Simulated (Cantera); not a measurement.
Feed: 1 mol BCl3, 43 mol H2, 0.16 mol N2, 0.0005 mol HCl, equilibrated at 10.0 mbar.

Equilibrium computed with Cantera from the NASA thermochemical tables; the gas is ideal and each condensed phase is pure. Candidate condensed phases: B, BN, NH4Cl; 21 gas species. N2 is the only nitrogen source here; it is nearly inert below about 1500 K, so the nitride shown seldom forms there in practice. Mutual solubility and eutectic melting of coexisting phases are not modelled. The tables' values for BCl, BCl2, BH2 are old estimates; treat these amounts as uncertain. Gases not in the tables: BHCl2. Kinetics and transport are ignored.

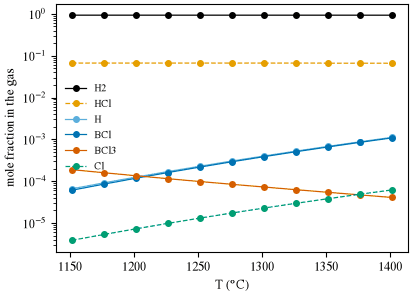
*Equilibrium gas composition (values under 1e-9 drawn at 1e-9)*

Problem. Read off the mole fractions at 1277 °C.

Solution. H2 about 0.93, HCl about 0.067, H about 0.00030, BCl about 0.00029, BCl3 about 8.4e-5, Cl about 1.7e-5.
